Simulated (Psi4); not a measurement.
# MN15/def2-QZVP (density fitting, core potential, sweep point 5) run of SnCl2 (SMILES [Cl][Sn][Cl])

What is the vertical ionisation energy of SnCl2 at MN15/def2-QZVP (density fitting, core potential, sweep point 5)? The job is set up through a Python script.

Program for the calculation: Psi4 1.11.

## Step 1: The molecule

SnCl2: 3 atoms, total charge 0, spin state singlet. SMILES: `[Cl][Sn][Cl]`. The shape is that of a PBE0-D4/def2-TZVP optimisation.

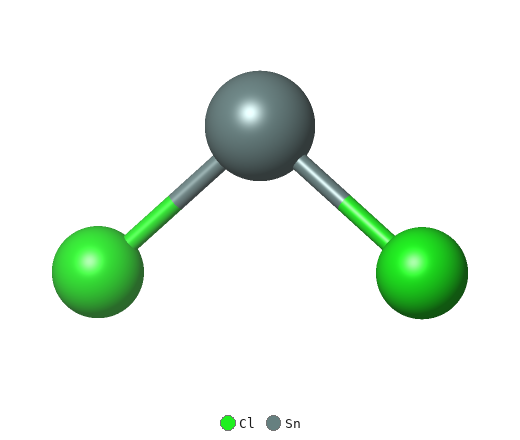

Viewed from a chosen angle; chlorine green, tin teal.

## Step 2: The energy at MN15/def2-QZVP (density fitting, core potential, sweep point 5)

calc.py

```python
import psi4

psi4.set_memory('1600 MB')
psi4.set_num_threads(1)
psi4.set_output_file('psi4.out', False)

m = psi4.geometry("""
0 1
Cl     1.154200     1.220700     0.756000
Sn    -0.796900     0.518900    -0.376600
Cl    -0.368200    -1.804500    -0.392600
symmetry c1
""")

psi4.set_options({
    'basis': 'def2-QZVP',
    'reference': 'rks',
    'puream': True,
    'scf_type': 'df',
    'dft_radial_points': 99,
    'dft_spherical_points': 590,
})

E = psi4.energy("mn15", molecule=m)
print('E =', round(E, 9))
```

Launch:

```sh
$ python calc.py
```

psi4.out, cut to the lines that bear on the results:

```text
[...]
    !!!  WARNING: ECP capability is in beta. Please check occupations closely.  !!!
[...]
  Running in c1 symmetry.
[...]
  Nuclear repulsion =  210.297974598311555
[...]
  Multiplicity = 1
[...]
  Nalpha       = 28
  Nbeta        = 28
[...]
    Number of basis functions: 222
[...]
   @DF-RKS iter   1: -1134.15641334198563   -1.33279e+00   3.86166e-03 DIIS/ADIIS
[...]
   @DF-RKS iter   8: -1134.34493422079140   -1.35496e-07   6.83956e-07 DIIS
[...]
    Orbital Energies [Eh]
    ---------------------
    Doubly Occupied:
       1A   -100.395511     2A   -100.395508     3A     -9.174519
       4A     -9.174514     5A     -7.184640     6A     -7.184637
       7A     -7.180913     8A     -7.180910     9A     -7.178894
      10A     -7.178891    11A     -4.983505    12A     -3.415328
      13A     -3.408989    14A     -3.406691    15A     -1.119994
      16A     -1.117216    17A     -1.115192    18A     -1.115188
      19A     -1.110278    20A     -0.842795    21A     -0.822947
      22A     -0.531216    23A     -0.405772    24A     -0.383929
      25A     -0.379415    26A     -0.359414    27A     -0.349964
      28A     -0.321624
[...]
  @DF-RKS Final Energy: -1134.34493422079140
   => Energetics <=
    Nuclear Repulsion Energy =            210.2979745983115549
    One-Electron Energy =               -2067.1264877017638355
    Two-Electron Energy =                 764.8536515928950621
    DFT Exchange-Correlation Energy =     -42.3700727102343464
    Empirical Dispersion Energy =           0.0000000000000000
    VV10 Nonlocal Energy =                  0.0000000000000000
    Total Energy =                      -1134.3449342207916288
[...]
 Multipole Moments:
 ------------------------------------------------------------------------------------
     Multipole            Electronic (a.u.)      Nuclear  (a.u.)        Total (a.u.)
 ------------------------------------------------------------------------------------
 L = 1.  Multiply by 2.5417464519 to convert [e a0] to [Debye]
 Dipole X            :        -34.3017006           33.1509764           -1.1507242
 Dipole Y            :         21.2889689          -20.5747249            0.7142441
 Dipole Z            :         -0.0000007           -0.0000000           -0.0000007
 Magnitude           :                                                    1.3543673
[...]
```

The script printed:

```text
E = -1134.344934221
```

Wall time 27 s (1 thread of Intel Xeon Platinum 8488C (Sapphire Rapids), shared host); peak memory 1.4 GiB.

## Step 3: The doublet cation at the same level

run.py

```python
import psi4

psi4.set_memory('1600 MB')
psi4.set_num_threads(1)
psi4.set_output_file('psi4.out', False)

m = psi4.geometry("""
1 2
Cl     1.154200     1.220700     0.756000
Sn    -0.796900     0.518900    -0.376600
Cl    -0.368200    -1.804500    -0.392600
symmetry c1
""")

psi4.set_options({
    'basis': 'def2-QZVP',
    'reference': 'uks',
    'puream': True,
    'scf_type': 'df',
    'dft_radial_points': 99,
    'dft_spherical_points': 590,
    'maxiter': 150,
})

E = psi4.energy("mn15", molecule=m)
print(f'total energy {E:.8f} hartree = {E * 27.211386:.5f} eV')
```

Launch:

```sh
$ python run.py
```

psi4.out, cut to the lines that bear on the results:

```text
[...]
    !!!  WARNING: ECP capability is in beta. Please check occupations closely.  !!!
[...]
  Running in c1 symmetry.
[...]
  Nuclear repulsion =  210.297974598311555
[...]
  Multiplicity = 2
[...]
  Nalpha       = 28
  Nbeta        = 27
[...]
    Number of basis functions: 222
[...]
   @DF-UKS iter   1: -1133.85820215389708   -1.03458e+00   3.36998e-03 DIIS/ADIIS
[...]
   @DF-UKS iter  10: -1133.96633799728147   -6.63531e-07   8.67721e-07 DIIS
[...]
   @S^2 Observed:                7.600956844E-01
[...]
    Orbital Energies [Eh]
    ---------------------
    Alpha Occupied:
       1A   -100.642049     2A   -100.641983     3A     -9.418545
       4A     -9.418479     5A     -7.434357     6A     -7.434295
       7A     -7.421597     8A     -7.421535     9A     -7.420921
      10A     -7.420846    11A     -5.237194    12A     -3.669037
      13A     -3.662196    14A     -3.661183    15A     -1.372857
      16A     -1.369921    17A     -1.369113    18A     -1.368747
      19A     -1.363956    20A     -1.076756    21A     -1.057268
      22A     -0.768395    23A     -0.640975    24A     -0.610266
      25A     -0.601627    26A     -0.583150    27A     -0.575344
      28A     -0.564788
    Alpha Virtual:
[...]
  @DF-UKS Final Energy: -1133.96633799728147
   => Energetics <=
    Nuclear Repulsion Energy =            210.2979745983115549
    One-Electron Energy =               -2053.6242844721100482
    Two-Electron Energy =                 751.5388544714512591
    DFT Exchange-Correlation Energy =     -42.1788825949342439
    Empirical Dispersion Energy =           0.0000000000000000
    VV10 Nonlocal Energy =                  0.0000000000000000
    Total Energy =                      -1133.9663379972814710
[...]
 Multipole Moments:
 ------------------------------------------------------------------------------------
     Multipole            Electronic (a.u.)      Nuclear  (a.u.)        Total (a.u.)
 ------------------------------------------------------------------------------------
 L = 1.  Multiply by 2.5417464519 to convert [e a0] to [Debye]
 Dipole X            :        -34.0051302           33.1509764           -0.8541538
 Dipole Y            :         21.1053726          -20.5747249            0.5306478
 Dipole Z            :         -0.0000012           -0.0000000           -0.0000012
 Magnitude           :                                                    1.0055674
[...]
```

Standard output:

```text
total energy -1133.96633800 hartree = -30856.79573 eV
```

Run time: 48 s. Hardware: 1 thread of Intel Xeon Platinum 8488C (Sapphire Rapids), shared host; peak memory 1.4 GiB.

## Step 4: Outcome

At MN15/def2-QZVP (density fitting, core potential, sweep point 5):

```
                                          quantity           value
                       singlet SnCl2: total energy  -1134.34493 Eh
                      singlet SnCl2: dipole moment          3.44 D
                        singlet SnCl2: HOMO energy        -8.75 eV
                        singlet SnCl2: LUMO energy        -2.82 eV
                      singlet SnCl2: HOMO–LUMO gap         5.93 eV
                      doublet cation: total energy  -1133.96634 Eh
doublet cation: HOMO energy (highest over α and β)       -15.37 eV
 doublet cation: LUMO energy (lowest over α and β)       -11.86 eV
                              doublet cation: ⟨S²⟩           0.760
vertical ionisation energy (to the doublet cation)       10.302 eV
```

What this shows: Removing an electron at fixed nuclei costs 10.30 eV (994 kJ/mol). −ε(HOMO) before ionisation, 8.75 eV, is 1.55 eV below this ionisation energy.
